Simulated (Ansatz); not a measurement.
# Titanium, diamond: r²SCAN0 after r²SCAN, part 2 of 2

Aim: see what exact exchange does to the levels, and what it costs. Spin polarisation is left out. The geometry was relaxed under r²SCAN beforehand and is kept. Exact exchange is dear, so the k-mesh is coarse, and r²SCAN is run on the same mesh for comparison.

Ansatz 0.2.0, plane waves with PAW, scalar-relativistic.

## 3. r²SCAN0 on the coarse mesh

The run with r²SCAN0.

Contents of input.yaml:

```yaml
crystal:
  lattice:
    - [0.0, 2.7838202856, 2.7838202856]
    - [2.7838202856, 0.0, 2.7838202856]
    - [2.7838202856, 2.7838202856, 0.0]
  atoms:
    - { symbol: Ti, position: [0.125, 0.125, 0.125] }
    - { symbol: Ti, position: [0.875, 0.875, 0.875] }
hamiltonian:
  xc: r2scan0
  pseudopotentials:
    kind: paw
    azcp:
      Ti: "pseudopotentials/Ti.paw.azcp"
basis:
  ecutwfc: 500
  fft_grid_basis: typed
kpoints:
  mp_grid: { grid: [5, 5, 5], shift: [0, 0, 0] }
magnetization:
  spin_polarized: false
scf:
  occupations: { method: fermi_dirac, width: 0.1 }
```

On the command line:

```bash
> ansatz run input.yaml --threads 4 --pin off --max-ram 8192MiB --backend cpu --events-out ev --progress --plain --runs-dir out
```

What it wrote:

```text
Warning: RAYON_NUM_THREADS=4 ignored (pool sized by the plan → 4); use --threads N
Engine: ansatz 0.2.0, aarch64-unknown-linux-gnu
Pseudopotentials: kind: paw
Pseudopotential: Ti, paw, valence charge 12, recommended cutoff 500 eV (meta_gga), <dir>
Functional definition: r2SCAN0
  parameter a = 0.25
  parameter k0 = 0.174
  parameter k1 = 0.065
  parameter a1 = 4.9479
  exchange = (1 - a)*r2scan_x(k0 = k0, k1 = k1, a1 = a1) + a*exact_x
  correlation = r2scan_c
Crystal: 2 atoms, lattice volume = 43.147 Å³
Basis set: ecut = 500 eV, 1067 PW (Γ), exchange–correlation on 120×120×120 points (64 copies of the dense FFT grid, shifted against one another)
Bands: 16, of which v1, the nominal top of the filled ones, is band 12 counted from 1 (11 counted from 0)
Symmetry: 48 space group operations
Space group: Fd-3m (ITA 227), of the structure as read, at distance tolerance 3.5e-5 Å
k-points: 10 of 125
Non-local potential: Ti, projectors of the file, l = 0: 3, l = 1: 2, l = 2: 3, l = 3: 1
PAW form: soft (Blöchl's): semilocal exchange-correlation on the pseudo side does not see the compensation charge
PAW frozen core: Ti, regenerated for the run's functional, and the local potential with it (the file was generated under x = pbe(κ = 0.804, μ = 0.2195149727645171), c = pbe(β = 0.06672455060314922))
PAW one-centre angular grid: Ti, 590 points (default); XC on 160 Gauss nodes
Initial density: superposition of atomic densities (neutral atoms: chi_scale 0, normalization atom), corrected by the library's trained network
Initial wavefunctions: pseudopotential atomic-orbital guess
Functional: x = r2scan, c = r2scan; τ floored in thin density (d = 2e-4 eV/Å³), warm-up for x = 0.75 r2scan + 0.25 exact, c = r2scan; τ floored in thin density (d = 2e-4 eV/Å³)
SCF iter   1: F=—  HF=-5003.560561 eV  |F-HF|=—  |Δ(HF+E_count)|=         —  Δρ=1.71e-2  dr2=1.10e-1  dr2_τ=2.57e-2  ethr=1.77e-3  ⟨swp⟩=5.4  Hψ=698  notcnv=0
preconditioner: auto → Kerker (q_TF=auto, 2.474 Å⁻¹)  [metal: Δε(μ)=0.006 eV  Ē_g=2.275 eV  σ=0.100 eV  W_gap=0.01  n_scr=14 (ndim 8)  ℏωp=16.0 eV  f_vac=0.000  D(μ)=6.12/eV (n_scr^D=112)]
iter 2 solved again at ethr=4.53e-5 eV; its pass at ethr=4.60e-4 eV (dr2=1.09e-2 eV) is discarded
SCF iter   2: F=—  HF=-5003.664452 eV  |F-HF|=—  |Δ(HF+E_count)|=   1.04e-1  Δρ=6.69e-3  dr2=1.06e-2  dr2_τ=1.43e-3  ethr=4.53e-5  ⟨swp⟩=2.5  Hψ=774  notcnv=0
SCF iter   3: F=—  HF=-5003.674590 eV  |F-HF|=—  |Δ(HF+E_count)|=   1.01e-2  Δρ=4.45e-3  dr2=5.52e-3  dr2_τ=2.94e-4  ethr=4.42e-5  ⟨swp⟩=3.0  Hψ=348  notcnv=0
SCF iter   4: F=—  HF=-5003.680922 eV  |F-HF|=—  |Δ(HF+E_count)|=   6.33e-3  Δρ=8.09e-4  dr2=1.12e-4  dr2_τ=8.77e-6  ethr=2.30e-5  ⟨swp⟩=5.1  Hψ=495  notcnv=0
SCF iter   5: F=—  HF=-5003.681084 eV  |F-HF|=—  |Δ(HF+E_count)|=   1.62e-4  Δρ=3.23e-4  dr2=6.46e-5  dr2_τ=1.99e-6  ethr=4.65e-7  ⟨swp⟩=5.2  Hψ=533  notcnv=0
SCF iter   6: F=—  HF=-5003.681084 eV  |F-HF|=—  |Δ(HF+E_count)|=   5.35e-7  Δρ=1.22e-4  dr2=8.72e-6  dr2_τ=1.29e-7  ethr=2.69e-7  ⟨swp⟩=3.7  Hψ=377  notcnv=0
SCF iter   7: F=—  HF=-5003.681089 eV  |F-HF|=—  |Δ(HF+E_count)|=   5.27e-6  Δρ=3.35e-5  dr2=4.52e-7  dr2_τ=8.74e-9  ethr=3.63e-8  ⟨swp⟩=4.9  Hψ=439  notcnv=0
SCF iter   8: F=—  HF=-5003.681090 eV  |F-HF|=—  |Δ(HF+E_count)|=   1.27e-6  Δρ=1.09e-5  dr2=4.04e-8  dr2_τ=1.29e-9  ethr=1.88e-9  ⟨swp⟩=5.6  Hψ=447  notcnv=0
SCF iter   9: F=—  HF=-5003.681090 eV  |F-HF|=—  |Δ(HF+E_count)|=   1.87e-7  Δρ=4.35e-6  dr2=9.71e-9  dr2_τ=4.26e-10  ethr=1.68e-10  ⟨swp⟩=5.4  Hψ=547  notcnv=0
SCF iter  10: F=—  HF=-5003.681090 eV  |F-HF|=—  |Δ(HF+E_count)|=   5.50e-9  Δρ=1.25e-6  dr2=1.07e-9  dr2_τ=2.42e-11  ethr=4.05e-11  ⟨swp⟩=3.7  Hψ=382  notcnv=0
SCF iter  11: F=-5003.681090 eV  HF=-5003.681090 eV  |F-HF|=1.00e-11  |Δ(HF+E_count)|=  2.73e-10  Δρ=2.02e-7  dr2=5.13e-12  dr2_τ=5.50e-13  ethr=4.47e-12  ⟨swp⟩=5.3  Hψ=454  notcnv=0
SCF 1 converged in 11 iterations: F = -5003.681090 eV  dr2 = 5.13e-12
Initial density: handed on by an earlier stage of this run
Initial wavefunctions: those handed on with the density
Functional: x = 0.75 r2scan + 0.25 exact, c = r2scan; τ floored in thin density (d = 2e-4 eV/Å³)
Frozen-core exchange: fock
iter 1 solved again at ethr=5.10e-4 eV; its pass at ethr=1.00e-1 eV (dr2=1.22e-1 eV) is discarded
SCF iter   1: F=—  HF=-4999.485605 eV  |F-HF|=—  |Δ(HF+E_count)|=         —  Δρ=2.31e-2  dr2=3.69e-1  dr2_τ=7.06e-3  ethr=5.10e-4  ⟨swp⟩=4.9  Hψ=808  notcnv=0
eigensolver tolerance schedule calibrated: the retry pair's looser diagonalisation under-reported the residual by θ = 0.56 (0.24/decade); ethr = c·dr2/N_el runs at the constant in force after the calibration composes with the one it found (an armed cap, an earlier calibration), c = 1.7e-2
preconditioner: auto → Kerker (q_TF=auto, 2.474 Å⁻¹)  [metal: Δε(μ)=0.114 eV  Ē_g=3.498 eV  σ=0.100 eV  W_gap=0.27  n_scr=14 (ndim 8)  ℏωp=16.0 eV  f_vac=0.000  D(μ)=2.89/eV (n_scr^D=26)]
SCF iter   2: F=—  HF=-4999.406045 eV  |F-HF|=—  |Δ(HF+E_count)|=   7.96e-2  Δρ=8.12e-3  dr2=9.98e-2  dr2_τ=2.12e-3  ethr=1.95e-4  ⟨swp⟩=4.1  Hψ=540  notcnv=0
SCF iter   3: F=—  HF=-4999.397586 eV  |F-HF|=—  |Δ(HF+E_count)|=   8.46e-3  Δρ=2.65e-3  dr2=5.32e-2  dr2_τ=1.36e-4  ethr=2.83e-5  ⟨swp⟩=4.3  Hψ=473  notcnv=0
SCF iter   4: F=—  HF=-4999.396988 eV  |F-HF|=—  |Δ(HF+E_count)|=   5.99e-4  Δρ=6.51e-4  dr2=1.70e-4  dr2_τ=8.65e-6  ethr=3.01e-6  ⟨swp⟩=4.5  Hψ=482  notcnv=0
SCF iter   5: F=—  HF=-4999.397053 eV  |F-HF|=—  |Δ(HF+E_count)|=   6.55e-5  Δρ=1.67e-4  dr2=1.77e-5  dr2_τ=4.99e-7  ethr=1.21e-7  ⟨swp⟩=4.3  Hψ=529  notcnv=0
SCF iter   6: F=—  HF=-4999.397069 eV  |F-HF|=—  |Δ(HF+E_count)|=   1.54e-5  Δρ=4.28e-5  dr2=6.05e-7  dr2_τ=9.31e-9  ethr=1.25e-8  ⟨swp⟩=4.7  Hψ=475  notcnv=0
SCF iter   7: F=-4999.397071 eV  HF=-4999.397070 eV  |F-HF|=7.61e-8  |Δ(HF+E_count)|=   1.97e-6  Δρ=9.89e-6  dr2=3.47e-8  dr2_τ=7.94e-10  ethr=4.29e-10  ⟨swp⟩=4.8  Hψ=501  notcnv=0
SCF 2 converged in 7 iterations: F = -4999.397071 eV  dr2 = 3.47e-8
hybrid outer 1: dexx = +7.068e-2 eV, tail = 9.30e-2 eV
Frozen-core exchange: fock
SCF iter   1: F=—  HF=-4999.502583 eV  |F-HF|=—  |Δ(HF+E_count)|=         —  Δρ=6.17e-3  dr2=3.98e-2  dr2_τ=4.48e-4  ethr=1.94e-3  ⟨swp⟩=2.0  Hψ=320  notcnv=0
preconditioner: auto → Kerker (q_TF=auto, 2.474 Å⁻¹)  [metal: Δε(μ)=0.175 eV  Ē_g=3.479 eV  σ=0.100 eV  W_gap=0.41  n_scr=14 (ndim 8)  ℏωp=16.0 eV  f_vac=0.000  D(μ)=2.45/eV (n_scr^D=26)]
iter 2 solved again at ethr=2.33e-6 eV; its pass at ethr=6.32e-5 eV (dr2=5.59e-4 eV) is discarded
SCF iter   2: F=—  HF=-4999.500669 eV  |F-HF|=—  |Δ(HF+E_count)|=   1.91e-3  Δρ=1.94e-3  dr2=2.06e-2  dr2_τ=1.59e-5  ethr=2.33e-6  ⟨swp⟩=3.9  Hψ=782  notcnv=0
SCF iter   3: F=—  HF=-4999.500826 eV  |F-HF|=—  |Δ(HF+E_count)|=   1.57e-4  Δρ=7.20e-4  dr2=1.88e-4  dr2_τ=1.21e-5  ethr=2.33e-6  ⟨swp⟩=3.2  Hψ=362  notcnv=0
SCF iter   4: F=—  HF=-4999.500785 eV  |F-HF|=—  |Δ(HF+E_count)|=   4.12e-5  Δρ=2.75e-4  dr2=3.97e-5  dr2_τ=7.22e-7  ethr=7.83e-7  ⟨swp⟩=2.7  Hψ=313  notcnv=0
SCF iter   5: F=—  HF=-4999.500777 eV  |F-HF|=—  |Δ(HF+E_count)|=   7.91e-6  Δρ=4.03e-5  dr2=4.65e-7  dr2_τ=6.57e-8  ethr=1.66e-7  ⟨swp⟩=3.5  Hψ=373  notcnv=0
SCF iter   6: F=—  HF=-4999.500778 eV  |F-HF|=—  |Δ(HF+E_count)|=   7.64e-7  Δρ=2.35e-5  dr2=2.08e-7  dr2_τ=9.30e-9  ethr=1.94e-9  ⟨swp⟩=4.8  Hψ=501  notcnv=0
SCF iter   7: F=-4999.500778 eV  HF=-4999.500778 eV  |F-HF|=8.07e-9  |Δ(HF+E_count)|=   1.27e-7  Δρ=4.09e-6  dr2=3.86e-9  dr2_τ=2.78e-10  ethr=8.67e-10  ⟨swp⟩=3.3  Hψ=353  notcnv=0
SCF 3 converged in 7 iterations: F = -4999.500778 eV  dr2 = 3.86e-9
hybrid outer 2: dexx = +2.354e-2 eV, tail = 4.37e-2 eV, Δε = 3.07e-1 eV (about 3.28e-1 eV left of the loop's levels)
Frozen-core exchange: fock
SCF iter   1: F=—  HF=-4999.542365 eV  |F-HF|=—  |Δ(HF+E_count)|=         —  Δρ=3.55e-3  dr2=1.15e-2  dr2_τ=1.52e-4  ethr=9.10e-4  ⟨swp⟩=2.0  Hψ=320  notcnv=0
preconditioner: auto → none  [insulator: Δε(μ)=0.347 eV  Ē_g=3.502 eV  σ=0.100 eV  W_gap=0.68  n_scr=14 (ndim 8)  ℏωp=16.0 eV  f_vac=0.000  D(μ)=1.78/eV (n_scr^D=14)]
iter 2 solved again at ethr=2.01e-7 eV; its pass at ethr=1.81e-5 eV (dr2=4.82e-5 eV) is discarded
SCF iter   2: F=—  HF=-4999.542584 eV  |F-HF|=—  |Δ(HF+E_count)|=   2.19e-4  Δρ=2.55e-4  dr2=6.81e-3  dr2_τ=1.87e-6  ethr=2.01e-7  ⟨swp⟩=4.4  Hψ=853  notcnv=0
eigensolver tolerance schedule: the retry pair's looser diagonalisation over-reported the residual by 0.15 of it (diagonalisation noise at 0.16 of the residual, at the tolerance the schedule requests for it); recorded, not acted on — ethr = c·dr2/N_el stays at c = 1.0e-1
SCF iter   3: F=—  HF=-4999.542573 eV  |F-HF|=—  |Δ(HF+E_count)|=   1.06e-5  Δρ=1.32e-4  dr2=6.36e-6  dr2_τ=2.13e-7  ethr=1.74e-7  ⟨swp⟩=2.8  Hψ=317  notcnv=0
SCF iter   4: F=-4999.542573 eV  HF=-4999.542573 eV  |F-HF|=4.04e-9  |Δ(HF+E_count)|=   6.53e-7  Δρ=1.73e-5  dr2=3.82e-8  dr2_τ=6.56e-9  ethr=2.65e-8  ⟨swp⟩=3.8  Hψ=382  notcnv=0
SCF 4 converged in 4 iterations: F = -4999.542573 eV  dr2 = 3.82e-8
hybrid outer 3: dexx = +1.307e-2 eV, tail = 3.98e-2 eV, Δε = 1.70e-1 eV (about 1.45e-1 eV left of the loop's levels)
Frozen-core exchange: fock
SCF iter   1: F=—  HF=-4999.561513 eV  |F-HF|=—  |Δ(HF+E_count)|=         —  Δρ=1.83e-3  dr2=2.22e-3  dr2_τ=4.60e-5  ethr=3.19e-4  ⟨swp⟩=2.0  Hψ=320  notcnv=0
preconditioner: auto → none  [insulator: Δε(μ)=0.372 eV  Ē_g=3.522 eV  σ=0.100 eV  W_gap=0.69  n_scr=14 (ndim 8)  ℏωp=16.0 eV  f_vac=0.000  D(μ)=1.56/eV (n_scr^D=14)]
iter 2 solved again at ethr=4.90e-8 eV; its pass at ethr=3.40e-6 eV (dr2=1.18e-5 eV) is discarded
SCF iter   2: F=—  HF=-4999.562003 eV  |F-HF|=—  |Δ(HF+E_count)|=   4.90e-4  Δρ=1.85e-4  dr2=1.51e-3  dr2_τ=3.24e-7  ethr=4.90e-8  ⟨swp⟩=4.1  Hψ=837  notcnv=0
SCF iter   3: F=-4999.567122 eV  HF=-4999.567103 eV  |F-HF|=1.94e-5  |Δ(HF+E_count)|=   5.10e-3  Δρ=1.21e-3  dr2=7.47e-4  dr2_τ=1.96e-5  ethr=4.90e-8  ⟨swp⟩=6.0  Hψ=635  notcnv=0
SCF 5 stopped early in 3 iterations: F = -4999.567122 eV  dr2 = 7.47e-4
hybrid outer 4: dexx = +8.111e-3 eV, tail = 3.35e-2 eV, Δε = 1.82e-1 eV (about 5.30e-1 eV left of the loop's levels)
Frozen-core exchange: fock
SCF iter   1: F=—  HF=-4999.569034 eV  |F-HF|=—  |Δ(HF+E_count)|=         —  Δρ=5.94e-4  dr2=3.07e-4  dr2_τ=5.24e-6  ethr=3.50e-5  ⟨swp⟩=3.5  Hψ=345  notcnv=0
preconditioner: auto → none  [insulator: Δε(μ)=0.365 eV  Ē_g=3.541 eV  σ=0.100 eV  W_gap=0.65  n_scr=14 (ndim 8)  ℏωp=16.0 eV  f_vac=0.000  D(μ)=1.49/eV (n_scr^D=14)]
iter 2 solved again at ethr=7.61e-9 eV; its pass at ethr=3.24e-7 eV (dr2=1.83e-6 eV) is discarded
SCF iter   2: F=—  HF=-4999.569094 eV  |F-HF|=—  |Δ(HF+E_count)|=   6.01e-5  Δρ=8.61e-5  dr2=2.47e-4  dr2_τ=1.11e-7  ethr=7.61e-9  ⟨swp⟩=4.1  Hψ=790  notcnv=0
SCF iter   3: F=—  HF=-4999.569993 eV  |F-HF|=—  |Δ(HF+E_count)|=   8.98e-4  Δρ=5.37e-4  dr2=1.39e-4  dr2_τ=3.83e-6  ethr=7.49e-9  ⟨swp⟩=5.9  Hψ=630  notcnv=0
SCF iter   4: F=—  HF=-4999.570006 eV  |F-HF|=—  |Δ(HF+E_count)|=   1.31e-5  Δρ=3.17e-5  dr2=1.13e-4  dr2_τ=1.23e-7  ethr=7.49e-9  ⟨swp⟩=4.5  Hψ=480  notcnv=0
SCF iter   5: F=—  HF=-4999.570676 eV  |F-HF|=—  |Δ(HF+E_count)|=   6.70e-4  Δρ=9.39e-4  dr2=1.13e-4  dr2_τ=1.25e-5  ethr=1.03e-9  ⟨swp⟩=7.9  Hψ=777  notcnv=0
SCF iter   6: F=—  HF=-4999.570689 eV  |F-HF|=—  |Δ(HF+E_count)|=   1.39e-5  Δρ=6.60e-4  dr2=6.27e-5  dr2_τ=2.97e-6  ethr=1.03e-9  ⟨swp⟩=5.7  Hψ=682  notcnv=0
SCF iter   7: F=—  HF=-4999.570709 eV  |F-HF|=—  |Δ(HF+E_count)|=   1.98e-5  Δρ=3.09e-5  dr2=8.48e-6  dr2_τ=1.59e-8  ethr=1.03e-9  ⟨swp⟩=5.8  Hψ=663  notcnv=0
SCF iter   8: F=—  HF=-4999.570727 eV  |F-HF|=—  |Δ(HF+E_count)|=   1.83e-5  Δρ=5.27e-5  dr2=5.15e-6  dr2_τ=4.65e-8  ethr=4.56e-10  ⟨swp⟩=5.6  Hψ=607  notcnv=0
Mixer restart at iter 8: flushing history
SCF iter   9: F=—  HF=-4999.570745 eV  |F-HF|=—  |Δ(HF+E_count)|=   1.74e-5  Δρ=1.29e-5  dr2=1.82e-6  dr2_τ=2.39e-9  ethr=4.56e-10  ⟨swp⟩=5.4  Hψ=470  notcnv=0
SCF iter  10: F=-4999.570749 eV  HF=-4999.570749 eV  |F-HF|=4.33e-8  |Δ(HF+E_count)|=   3.93e-6  Δρ=3.47e-5  dr2=9.61e-7  dr2_τ=1.84e-8  ethr=2.48e-10  ⟨swp⟩=5.4  Hψ=575  notcnv=0
SCF 6 stopped early in 10 iterations: F = -4999.570749 eV  dr2 = 9.61e-7
hybrid outer 5: dexx = +5.419e-3 eV, tail = 6.87e-4 eV, Δε = 7.11e-2 eV (about 6.17e-2 eV left of the loop's levels)
Frozen-core exchange: fock
SCF iter   1: F=—  HF=-4999.570815 eV  |F-HF|=—  |Δ(HF+E_count)|=         —  Δρ=1.93e-5  dr2=9.41e-7  dr2_τ=1.49e-8  ethr=1.43e-7  ⟨swp⟩=4.0  Hψ=354  notcnv=0
preconditioner: auto → none  [insulator: Δε(μ)=0.278 eV  Ē_g=3.553 eV  σ=0.100 eV  W_gap=0.52  n_scr=14 (ndim 8)  ℏωp=16.0 eV  f_vac=0.000  D(μ)=1.41/eV (n_scr^D=14)]
SCF iter   2: F=—  HF=-4999.570818 eV  |F-HF|=—  |Δ(HF+E_count)|=   2.17e-6  Δρ=8.36e-6  dr2=5.74e-7  dr2_τ=6.74e-9  ethr=2.45e-10  ⟨swp⟩=5.2  Hψ=619  notcnv=0
SCF iter   3: F=—  HF=-4999.570820 eV  |F-HF|=—  |Δ(HF+E_count)|=   2.76e-6  Δρ=1.23e-5  dr2=2.28e-7  dr2_τ=6.26e-9  ethr=3.22e-11  ⟨swp⟩=5.7  Hψ=599  notcnv=0
SCF iter   4: F=-4999.570821 eV  HF=-4999.570821 eV  |F-HF|=1.82e-9  |Δ(HF+E_count)|=   9.20e-7  Δρ=4.81e-6  dr2=1.90e-8  dr2_τ=2.20e-9  ethr=3.22e-11  ⟨swp⟩=5.7  Hψ=599  notcnv=0
SCF 7 converged in 4 iterations: F = -4999.570821 eV  dr2 = 1.90e-8
hybrid outer 6: dexx = +2.832e-5 eV, tail = 9.64e-8 eV, Δε = 1.20e-2 eV (about 1.21e-3 eV left of the loop's levels)
Frozen-core exchange: fock
iter 1 solved again at ethr=3.47e-6 eV; its pass at ethr=1.00e-1 eV (dr2=8.33e-4 eV) is discarded
SCF iter   1: F=—  HF=-4999.560010 eV  |F-HF|=—  |Δ(HF+E_count)|=         —  Δρ=2.85e-3  dr2=4.05e-3  dr2_τ=1.14e-4  ethr=3.47e-6  ⟨swp⟩=4.5  Hψ=588  notcnv=0
preconditioner: auto → Kerker (q_TF=auto, 2.474 Å⁻¹)  [metal: Δε(μ)=0.189 eV  Ē_g=3.558 eV  σ=0.100 eV  W_gap=0.44  n_scr=14 (ndim 8)  ℏωp=16.0 eV  f_vac=0.000  D(μ)=1.12/eV (n_scr^D=8)]
SCF iter   2: F=—  HF=-4999.560285 eV  |F-HF|=—  |Δ(HF+E_count)|=   2.75e-4  Δρ=1.67e-3  dr2=3.52e-3  dr2_τ=1.13e-5  ethr=3.47e-6  ⟨swp⟩=2.0  Hψ=300  notcnv=0
iter 3 solved again at ethr=1.17e-7 eV; its pass at ethr=1.39e-6 eV (dr2=2.80e-5 eV) is discarded
SCF iter   3: F=—  HF=-4999.567955 eV  |F-HF|=—  |Δ(HF+E_count)|=   7.67e-3  Δρ=4.14e-4  dr2=6.38e-4  dr2_τ=2.69e-6  ethr=1.17e-7  ⟨swp⟩=3.1  Hψ=706  notcnv=0
SCF iter   4: F=—  HF=-4999.570194 eV  |F-HF|=—  |Δ(HF+E_count)|=   2.24e-3  Δρ=6.42e-4  dr2=1.46e-4  dr2_τ=6.19e-6  ethr=1.17e-7  ⟨swp⟩=5.3  Hψ=527  notcnv=0
SCF iter   5: F=—  HF=-4999.570213 eV  |F-HF|=—  |Δ(HF+E_count)|=   1.86e-5  Δρ=4.66e-5  dr2=1.00e-4  dr2_τ=5.40e-8  ethr=1.17e-7  ⟨swp⟩=3.0  Hψ=316  notcnv=0
Mixer restart at iter 5: flushing history
SCF iter   6: F=-4999.570428 eV  HF=-4999.570428 eV  |F-HF|=1.64e-7  |Δ(HF+E_count)|=   2.15e-4  Δρ=5.81e-5  dr2=6.93e-6  dr2_τ=5.24e-8  ethr=1.99e-9  ⟨swp⟩=5.5  Hψ=519  notcnv=0
SCF 8 stopped early in 6 iterations: F = -4999.570428 eV  dr2 = 6.93e-6
hybrid outer 1: dexx = +1.705e-2 eV, tail = 1.68e-5 eV
Frozen-core exchange: fock
SCF iter   1: F=—  HF=-4999.570471 eV  |F-HF|=—  |Δ(HF+E_count)|=         —  Δρ=6.52e-5  dr2=2.12e-6  dr2_τ=3.55e-8  ethr=3.51e-7  ⟨swp⟩=4.4  Hψ=361  notcnv=0
preconditioner: auto → none  [insulator: Δε(μ)=0.382 eV  Ē_g=3.570 eV  σ=0.100 eV  W_gap=0.74  n_scr=14 (ndim 8)  ℏωp=16.0 eV  f_vac=0.000  D(μ)=1.05/eV (n_scr^D=8)]
SCF iter   2: F=—  HF=-4999.570477 eV  |F-HF|=—  |Δ(HF+E_count)|=   6.47e-6  Δρ=7.57e-5  dr2=1.37e-6  dr2_τ=2.75e-8  ethr=1.71e-9  ⟨swp⟩=5.1  Hψ=469  notcnv=0
SCF iter   3: F=—  HF=-4999.570483 eV  |F-HF|=—  |Δ(HF+E_count)|=   5.54e-6  Δρ=3.46e-5  dr2=1.84e-7  dr2_τ=8.46e-9  ethr=1.71e-9  ⟨swp⟩=5.1  Hψ=519  notcnv=0
SCF iter   4: F=-4999.570483 eV  HF=-4999.570483 eV  |F-HF|=3.30e-8  |Δ(HF+E_count)|=   3.41e-7  Δρ=8.88e-6  dr2=3.86e-8  dr2_τ=2.23e-9  ethr=5.43e-10  ⟨swp⟩=5.1  Hψ=529  notcnv=0
SCF 9 converged in 4 iterations: F = -4999.570483 eV  dr2 = 3.86e-8
hybrid outer 2: dexx = +3.455e-5 eV, tail = 1.69e-7 eV, Δε = 1.98e-2 eV (about 1.85e-3 eV left of the loop's levels)
exact exchange: an outer loop of this run ended on a state whose frontier levels can be filled otherwise, and a further loop was made from that state with electrons moved between them. It converged no lower than the two loops' stops tell apart, in 10 SCF iterations, so its state is not used
hybrid SCF converged: 6 outer / 35 inner (+11 warm-up), last move |dexx| = 2.83e-5 eV, tail = 9.64e-8 eV
Stability not checked: this state was not tested for a lower state beside it, because the functional holds exact exchange (a hybrid, or Hartree-Fock), whose exchange loop this test does not read (fock_operator; see scf.lower_state_search)
Free energy (F): -4999.570821 eV
Frozen-core exchange: fock
Harris-Foulkes:  -4999.570821 eV  (|F-HF|=1.82e-9)
Internal energy: -4999.520259 eV  (E = F + TS)
E sigma→0 (E₀):  -4999.545540 eV
Entropy (-TS):   -0.050562 eV (-25.281 meV/atom)
Fermi energy:    10.405755 eV
--- Per-component energies (eV) ---
  E_band       = -481.135057
  E_kinetic    = 548.718330
  E_local      = -2140.154490  (includes V_loc(G=0)·N_el)
  E_nonlocal   = 19.583650
  E_hartree    = 875.948448
  E_xc         = -142.907069
  E_vxc        = -201.449910  (∫ρ·V_xc dr)
  E_exx        = -87.539477  (= α·E_x^exact, valence–valence)
  E_paw        = -2066.297792  (= ΣΔE_a)
  E_vpaw       = -297.520512  (= ΣTr[D̂ρ^β])
  E_aug_tail   = 0.000186  (compensation charges beyond the density's cutoff)
  E_vtau       = 12.867150  (kinetic-family band-sum trace: ∫τ·v_τ [+ j·A + Jᵃ·Aᵃ] dr)
  E_ewald      = -2006.198008
  E_core_change = -0.674036  (= ΣΔE_core)
  E_smearing   = -0.050562  (= −TS)
  E_closure    = -0.000000  (closes the sum)
  Σ components = -4999.570821   (vs F -4999.570821, Δ=-9.09e-13)
--- Band table (eV; the first three rows and the last of 10) ---
  k-point 0: bands = ["-53.8618", "-53.2205", "-27.9878", "-27.9878", "-27.9878", "-27.1179", "-27.1179", "-27.1179", "3.4045", "8.1270", "8.1270", "10.0545", "10.0545", "10.0545", "12.6365", "12.6365"]
  k-point 1: bands = ["-53.8177", "-53.2657", "-28.0363", "-28.0363", "-28.0078", "-27.1138", "-27.0697", "-27.0697", "4.2028", "8.0260", "8.0260", "10.1765", "10.8459", "10.8459", "11.5165", "12.5218"]
  k-point 2: bands = ["-53.7238", "-53.3609", "-28.1043", "-28.1043", "-28.0469", "-27.0990", "-27.0016", "-27.0016", "6.2394", "8.1793", "8.1793", "8.7480", "10.4416", "10.4416", "11.0806", "13.1144"]
  k-point 9: bands = ["-53.6228", "-53.4628", "-28.2606", "-28.2083", "-27.7176", "-27.4165", "-26.9038", "-26.8649", "6.9056", "7.1436", "9.3054", "9.3976", "11.0260", "11.0310", "11.6208", "12.2973"]
```

It took 25 s on 4 threads of Arm Neoverse N1, shared host; peak memory 1.1 GiB.

## 4. The functionals compared

```csv
functional,gap on the mesh,Fermi energy (eV),SCF cycles,exchange loops,CPU time
r²SCAN,none (levels filled in part),10.022,8,-,2.7 s
r²SCAN0,none (levels filled in part),10.406,46,6,86 s
```

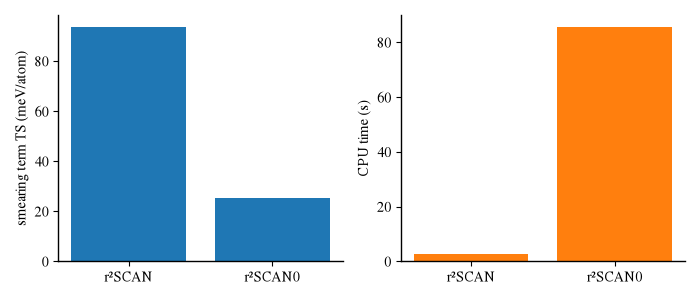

Smearing term and CPU time by functional.

## 5. Summary of results

This closing draws on all 2 parts.

| quantity | value |
| --- | --- |
| r²SCAN: gap | none (levels filled in part) |
| r²SCAN0: gap | none (levels filled in part) |
| r²SCAN0: SCF cycles, exchange loops | 46, 6 |
| r²SCAN0: CPU time over that of r²SCAN | 32 |
| r²SCAN0: relative to hcp | +3045 meV/atom |

In words: Both r²SCAN and r²SCAN0 leave levels filled in part. The hybrid took 32 times as much CPU time as r²SCAN on the same settings. The exchange operator of r²SCAN0 was renewed in 6 outer loops. The dense-mesh value adds -0.1 meV/atom, the change that r²SCAN shows between the coarse mesh and its own dense run (not shown). Under r²SCAN0 it lies 3045 meV/atom above hcp (computed apart in the same way); on such meshes a few tens of meV are uncertain for metals. Absolute energies differ from functional to functional, by eV per atom at times, and say nothing by themselves.
